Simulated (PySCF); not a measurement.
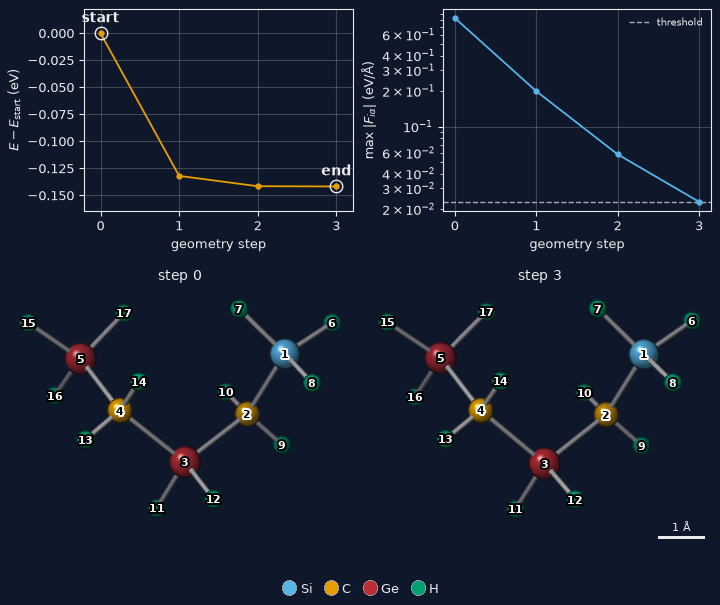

First and last geometry of a relaxation of C2H12Ge2Si, with the history of the run. The picture is a ball-and-stick view, seen face on.

The start comes from GFN2-xTB.

Computed with PBE0-D3(BJ)/def2-SVP geometry optimisation, gas phase in PySCF. 

**Read the history and describe the run.**

It converged. After 3 geometry steps the energy has fallen by 0.142 eV. Largest force component: 0.83 eV/Å at the start, 0.023 eV/Å at the end. The atom that moves furthest after the best rigid fit is H17 (0.069 Å). Largest moves by element: H 0.069 Å, C 0.037 Å, Ge 0.034 Å, Si 0.031 Å. Some distances before and after: Ge5–H17 1.495 → 1.541 Å, Ge5–H15 1.501 → 1.541 Å, Si1–H6 1.466 → 1.496 Å, Ge3–H11 1.514 → 1.544 Å. Among the angles between lasting bonds that change: H11–Ge3–H12 105.4° → 108.8°, C2–Si1–H6 108.7° → 111.4°, C2–Ge3–C4 112.5° → 110.2°. The run took of the order of 60 core-seconds on a shared host.
